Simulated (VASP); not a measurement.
Band structure of DyAu (space group Pm-3m). Calculation: r2SCAN+rVV10, VASP's PBE PAW potentials (set 64) (plane waves; VASP).

The 4f electrons are frozen in the core of the lanthanide potential, so 4f levels, which can set the real gap, and their magnetism are missing.  Unless said otherwise, spin-orbit coupling is left out, though it shifts the bands of the heavy elements here.

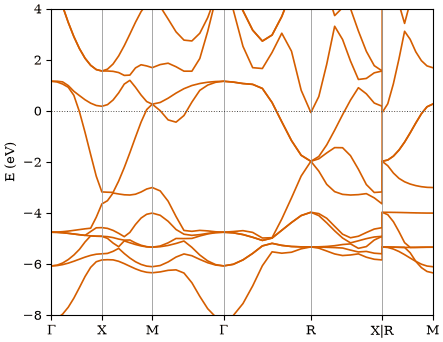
Figure. Bands along high-symmetry lines, zero at the valence-band maximum or, without a gap, the Fermi level

### Question
Read the plot: is there a gap, and where are the band edges?

### Answer
It has no gap at this level: it comes out as a metal or semimetal.

The structure comes from a measured DyAu entry (Pm-3m) of the Crystallography Open Database, whose conditions weren't checked. It was relaxed first.
